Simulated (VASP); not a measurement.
Band structure of MnCdO3 (space group P4mm). Level of theory: PBEsol GGA, VASP's PBE PAW potentials (set 64) (plane waves; VASP 6.6.1).

The moments were started parallel, and other spin orders were not tried in this run.

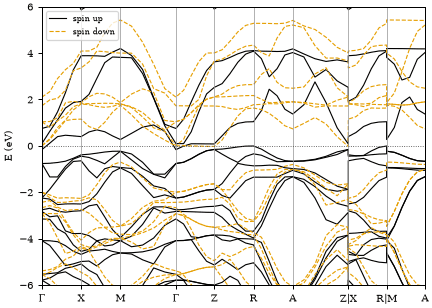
*Bands along high-symmetry lines, zero at the valence-band maximum or, without a gap, the Fermi level*

Problem. Read the plot: is there a gap, and where are the band edges?

Solution. It has no gap at this level: it comes out as a metal or semimetal.

The structure was generated: MnCdO3 was put into an ordered model structure, which need not be its known phase. The cell was not relaxed at this level. The k-mesh is coarse (spacing up to 0.35 per Å, 2π included), so the numbers may not be converged in it.
